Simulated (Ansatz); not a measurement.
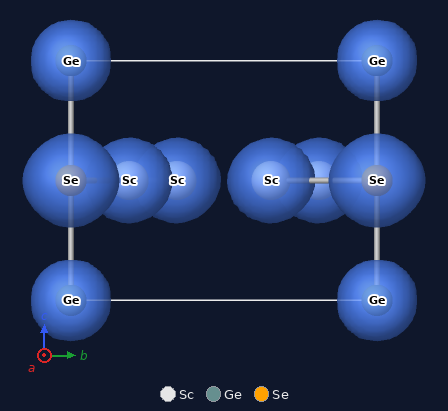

Figure 1: Sc$_{4}$GeSe. Isosurface of the valence charge density (pseudo) at 0.6 e/Å³ (blue), seen along the a axis. Sticks mark near contacts.

Space group P4/m; a structure generated by program, which may or may not match a known phase.

Level of theory: Ansatz, DFT PBE, scalar-relativistic, plane waves, PAW.

In a PAW calculation such maps are meaningful between the atoms, not at the nuclei.

### What does this surface tell about the bonding?

At this value the density breaks into separate islands; it holds about 75 % of the electrons treated as valence (semicore included). It bridges none of the near contacts. It is pinched off along the sampled Ge–Se (2.52 Å) and Sc–Se (2.54 Å) contacts. On the grid the lowest density along these lines, outside the cores, is 0.38 e/Å³ (Ge–Se, 2.52 Å) and 0.36 e/Å³ (Sc–Se, 2.54 Å).
